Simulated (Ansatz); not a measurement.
# Geometry relaxation, with input and output: TaN₂H₅ClOF (part 2 of 2)

TaN₂H₅ClOF; RKS B3LYP-D4/def2-SVP (Ansatz 0.2.0). It belongs to a series of runs on one base structure; here: start relaxed.

Geometry of the input (Å):
```
Ta 0.0000  0.0000  0.0000
F  1.9300  0.0000  0.0000
N  0.0000  0.0000  2.1600
H  -0.2456  -0.8845  2.6900
H  0.2456  0.8845  2.6900
O  0.0000  0.0000  -2.0200
H  -0.6343  -0.7100  -2.3571
N  -1.0800  1.8706  0.0000
H  -1.6414  2.1584  0.8518
H  -1.0486  2.5007  -0.8518
Cl -1.2350  -2.1390  0.0000
```

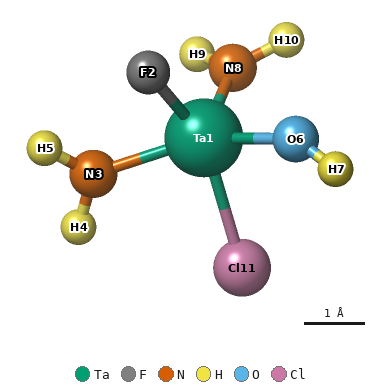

The geometry at step 10 of the log (ball-and-stick view, seen at a tilt; atoms are numbered from 1 in the order of the input).

Trajectory as extended XYZ, continued
```
11
Properties=species:S:1:pos:R:3:forces:R:3 step=4 energy=-21897.98420
Ta    0.0592    0.0629    0.0377    0.5086   0.3018  -0.3540
F     1.9272    0.4464    0.0050   -0.4339  -0.0699   0.0883
N    -0.0688   -0.0683    2.0412   -0.4698  -0.7503   1.0158
H    -0.5818   -0.7693    2.6431    0.7358   1.0688  -0.8990
H     0.4193    0.6091    2.6538   -0.1714  -0.3941  -0.2734
O    -0.0520   -0.1727   -1.8943   -0.8403  -0.4748  -0.0596
H    -0.7014   -0.6450   -2.4668    0.8117   0.4705   0.5117
N    -0.9603    1.7398    0.0155   -0.1962   0.3767  -0.3595
H    -1.4203    2.1518    0.8274    0.1075  -0.0401  -0.1634
H    -1.1336    2.2870   -0.8422    0.0677  -0.3366   0.4762
Cl   -1.1968   -1.9610    0.1425   -0.1197  -0.1520   0.0168
11
Properties=species:S:1:pos:R:3:forces:R:3 step=5 energy=-21898.07412
Ta    0.0613    0.1345    0.0437    0.1152  -0.2058   0.3138
F     1.9192    0.5277    0.0394   -0.1880   0.0282   0.0689
N    -0.0368   -0.1083    2.0343   -0.1649  -0.1906   0.5580
H    -0.5951   -0.7943    2.5703    0.3907   0.4744  -0.3956
H     0.5336    0.4494    2.6915   -0.1575  -0.2627  -0.3215
O    -0.0529   -0.1958   -1.8377   -0.3148  -0.1153  -0.3845
H    -0.6389   -0.7375   -2.3907    0.3303   0.1115   0.1196
N    -0.9883    1.7872   -0.0085   -0.1207   0.2480  -0.2204
H    -1.4288    2.2508    0.7837    0.0719  -0.0408  -0.0586
H    -1.2102    2.2596   -0.8913    0.0433  -0.1309   0.2680
Cl   -1.2724   -1.8928    0.1281   -0.0056   0.0839   0.0525
11
Properties=species:S:1:pos:R:3:forces:R:3 step=6 energy=-21898.10825
Ta    0.0215    0.1535    0.0440   -0.2296   0.0763   0.2434
F     1.8626    0.6047    0.0834   -0.0571  -0.0370   0.0678
N    -0.0460   -0.1097    2.0286    0.8029   0.3222   0.5809
H    -0.5915   -0.7895    2.5534   -0.0250   0.0190  -0.0251
H     0.6670    0.3146    2.6648   -0.5948  -0.3283  -0.5907
O    -0.0506   -0.1874   -1.8393   -0.4174  -0.6800  -0.5682
H    -0.5009   -0.8497   -2.4057    0.4499   0.5546   0.4090
N    -1.0262    1.8075   -0.0135   -0.0291   0.0948  -0.0286
H    -1.4104    2.3138    0.7828    0.0630  -0.0925  -0.0696
H    -1.2627    2.2633   -0.8956   -0.0049  -0.0472   0.0736
Cl   -1.3720   -1.8405    0.1599    0.0422   0.1181  -0.0924
11
Properties=species:S:1:pos:R:3:forces:R:3 step=7 energy=-21898.14427
Ta   -0.0085    0.1580    0.0461   -0.1464   0.0069  -0.0649
F     1.8332    0.6031    0.1076   -0.0297  -0.0238   0.0279
N    -0.0221   -0.1107    2.0299    0.3930   0.1465   0.2518
H    -0.5903   -0.7543    2.5736   -0.0387  -0.0546  -0.0069
H     0.7208    0.2754    2.6335   -0.2683  -0.1348  -0.2800
O    -0.0531   -0.1986   -1.8424   -0.0126  -0.1816  -0.0643
H    -0.4175   -0.8929   -2.4108    0.1266   0.1869   0.0769
N    -1.0415    1.8192   -0.0076   -0.0578   0.0634  -0.0422
H    -1.4047    2.3276    0.7961    0.0381  -0.0465  -0.0534
H    -1.3047    2.2659   -0.8869    0.0024  -0.0431   0.0798
Cl   -1.4209   -1.8122    0.1239   -0.0064   0.0806   0.0754
11
Properties=species:S:1:pos:R:3:forces:R:3 step=8 energy=-21898.17668
Ta   -0.0546    0.1596    0.0444   -0.1464  -0.1138   0.0613
F     1.7836    0.6164    0.1225    0.0474   0.0297   0.0289
N     0.0102   -0.1251    2.0239    0.1762   0.0561   0.1618
H    -0.5430   -0.7687    2.5846   -0.0110  -0.0178  -0.0307
H     0.7792    0.2495    2.5905   -0.1048  -0.0889  -0.1262
O     0.0010   -0.2440   -1.8269   -0.0067  -0.0126  -0.0612
H    -0.2884   -0.9169   -2.4524    0.0518  -0.0002  -0.0279
N    -1.0793    1.8226   -0.0039   -0.0458   0.1041  -0.0905
H    -1.4128    2.3436    0.8032    0.0073  -0.0348   0.0052
H    -1.3473    2.2797   -0.8754    0.0021  -0.0387   0.0332
Cl   -1.5579   -1.7360    0.1524    0.0297   0.1168   0.0461
11
Properties=species:S:1:pos:R:3:forces:R:3 step=9 energy=-21898.20172
Ta   -0.0997    0.1706    0.0523   -0.0613  -0.1294  -0.1060
F     1.7348    0.6530    0.1560    0.0494   0.0310   0.0072
N     0.0496   -0.1464    2.0267    0.1221   0.0392   0.0417
H    -0.5034   -0.7887    2.5910    0.0130   0.0332  -0.0498
H     0.8797    0.1507    2.5472   -0.0929  -0.0490  -0.0764
O     0.0428   -0.2760   -1.8097   -0.1210  -0.2097  -0.0738
H    -0.1436   -0.9447   -2.4862    0.1181   0.2267   0.2664
N    -1.1124    1.8396   -0.0212   -0.0477   0.0474  -0.0083
H    -1.4495    2.3594    0.7849    0.0071   0.0073   0.0251
H    -1.4045    2.2813   -0.8923    0.0200  -0.0378   0.0100
Cl   -1.7031   -1.6180    0.2142   -0.0067   0.0413  -0.0360
11
Properties=species:S:1:pos:R:3:forces:R:3 step=10 energy=-21898.20567
Ta   -0.1451    0.1780    0.0507   -0.0831  -0.1629  -0.0358
F     1.6835    0.6941    0.1678    0.0673   0.0693  -0.0120
N     0.0854   -0.1537    2.0164    0.1582  -0.0559  -0.0337
H    -0.4603   -0.7997    2.5828   -0.0236   0.0358  -0.0049
H     0.9655    0.0772    2.4898   -0.2104  -0.0543  -0.1208
O     0.0873   -0.3250   -1.7834   -0.1736  -0.4261  -0.3396
H     0.0201   -1.0013   -2.4836    0.0935   0.4677   0.5560
N    -1.1616    1.8442   -0.0147    0.0373   0.0941  -0.0140
H    -1.4617    2.3830    0.7948    0.0044  -0.0217  -0.0038
H    -1.4597    2.2879   -0.8822   -0.0011  -0.0201  -0.0076
Cl   -1.8628   -1.5041    0.2246    0.1310   0.0741   0.0162
11
Properties=species:S:1:pos:R:3:forces:R:3 step=11 energy=-21898.17121 accepted=F
Ta   -0.1958    0.1935    0.0557    0.2136   0.2255  -0.2951
F     1.5908    0.8689    0.1381    0.0421  -0.2931   0.0808
N     0.1044   -0.2286    1.9763    0.1279   0.0785   0.2832
H    -0.5006   -0.7724    2.5916    0.1217  -0.0809  -0.1884
H     1.0212   -0.0876    2.4021   -0.0783   0.0933   0.0440
O     0.0515   -0.3625   -1.7497    0.0872  -0.0852  -0.1544
H     0.1490   -1.0838   -2.3841   -0.0192   0.1323   0.1497
N    -1.1351    1.9070   -0.0161   -0.3031  -0.2238   0.0414
H    -1.4357    2.4435    0.7930    0.0011   0.0764   0.0213
H    -1.4826    2.3128   -0.8829   -0.0008   0.0386  -0.0193
Cl   -1.8764   -1.5099    0.2389   -0.1923   0.0384   0.0367
11
Properties=species:S:1:pos:R:3:forces:R:3 step=12 energy=-21898.22287
Ta   -0.1571    0.1920    0.0472   -0.0729  -0.0215   0.0720
F     1.6655    0.7429    0.1585    0.0205   0.0064   0.0024
N     0.0984   -0.1935    1.9937    0.0260   0.0250  -0.0057
H    -0.4635   -0.8229    2.5621    0.0002  -0.0051  -0.0359
H     0.9723    0.0358    2.4678   -0.0141  -0.0112  -0.0247
O     0.0627   -0.3312   -1.7729   -0.0085  -0.0530  -0.0414
H     0.0912   -1.0394   -2.4246    0.0121   0.0315   0.0389
N    -1.1607    1.8681   -0.0140    0.0022   0.0247  -0.0151
H    -1.4374    2.4269    0.7899   -0.0079  -0.0161  -0.0023
H    -1.5003    2.2788   -0.8831    0.0152  -0.0021   0.0141
Cl   -1.8804   -1.4768    0.2383    0.0273   0.0214  -0.0025
11
Properties=species:S:1:pos:R:3:forces:R:3 step=13 energy=-21898.22486
Ta   -0.1738    0.1986    0.0454    0.0835   0.0021   0.0209
F     1.6505    0.7609    0.1528   -0.0615  -0.0142  -0.0007
N     0.1046   -0.1990    1.9839   -0.0070   0.0130  -0.0432
H    -0.4498   -0.8402    2.5451   -0.0091  -0.0122   0.0010
H     0.9868    0.0203    2.4445    0.0155  -0.0020   0.0060
O     0.0647   -0.3534   -1.7631   -0.0114   0.0357   0.0173
H     0.1384   -1.0707   -2.3991    0.0092  -0.0219  -0.0064
N    -1.1684    1.8809   -0.0126   -0.0270   0.0290  -0.0137
H    -1.4547    2.4271    0.7970    0.0042  -0.0114   0.0004
H    -1.4998    2.3084   -0.8767    0.0167  -0.0180   0.0061
Cl   -1.9078   -1.4522    0.2457   -0.0131  -0.0002   0.0123
11
Properties=species:S:1:pos:R:3:forces:R:3 step=14 energy=-21898.22534
Ta   -0.1816    0.2032    0.0465    0.0398   0.0315  -0.0073
F     1.6386    0.7790    0.1527   -0.0379  -0.0140   0.0051
N     0.1115   -0.2077    1.9779    0.0203   0.0070  -0.0191
H    -0.4418   -0.8535    2.5346   -0.0113  -0.0110   0.0115
H     1.0026   -0.0048    2.4286    0.0136   0.0089   0.0157
O     0.0669   -0.3598   -1.7561   -0.0110  -0.0540  -0.0397
H     0.1735   -1.0823   -2.3839   -0.0019   0.0442   0.0463
N    -1.1768    1.8855   -0.0162   -0.0125   0.0267   0.0082
H    -1.4679    2.4299    0.7930    0.0038  -0.0072  -0.0052
H    -1.5001    2.3163   -0.8817    0.0116  -0.0190   0.0048
Cl   -1.9342   -1.4252    0.2675   -0.0145  -0.0131  -0.0202
11
Properties=species:S:1:pos:R:3:forces:R:3 step=15 energy=-21898.22559
Ta   -0.1836    0.2046    0.0478    0.0040   0.0136  -0.0237
F     1.6346    0.7831    0.1539   -0.0034  -0.0031  -0.0060
N     0.1163   -0.2111    1.9767   -0.0110  -0.0011  -0.0104
H    -0.4367   -0.8569    2.5337   -0.0101  -0.0112   0.0105
H     1.0063   -0.0053    2.4280    0.0130   0.0040   0.0089
O     0.0629   -0.3621   -1.7534    0.0169  -0.0330  -0.0395
H     0.1784   -1.0869   -2.3766   -0.0055   0.0347   0.0356
N    -1.1778    1.8875   -0.0158   -0.0069   0.0171   0.0146
H    -1.4706    2.4324    0.7923    0.0024  -0.0019  -0.0064
H    -1.4984    2.3168   -0.8829    0.0050  -0.0127   0.0040
Cl   -1.9408   -1.4214    0.2592   -0.0044  -0.0066   0.0125
11
Properties=species:S:1:pos:R:3:forces:R:3 step=16 energy=-21898.22569
Ta   -0.1842    0.2058    0.0468   -0.0025   0.0042   0.0180
F     1.6340    0.7838    0.1519   -0.0026   0.0008   0.0012
N     0.1162   -0.2137    1.9752   -0.0003   0.0059  -0.0138
H    -0.4369   -0.8607    2.5314    0.0004  -0.0013   0.0026
H     1.0056   -0.0057    2.4274    0.0020  -0.0028   0.0041
O     0.0638   -0.3618   -1.7540   -0.0010   0.0022  -0.0060
H     0.1820   -1.0880   -2.3736   -0.0003  -0.0015   0.0016
N    -1.1781    1.8896   -0.0129    0.0032  -0.0044  -0.0185
H    -1.4695    2.4402    0.7915    0.0003  -0.0023   0.0056
H    -1.5005    2.3119   -0.8827    0.0013  -0.0008   0.0064
Cl   -1.9417   -1.4206    0.2620   -0.0006   0.0000  -0.0012
```
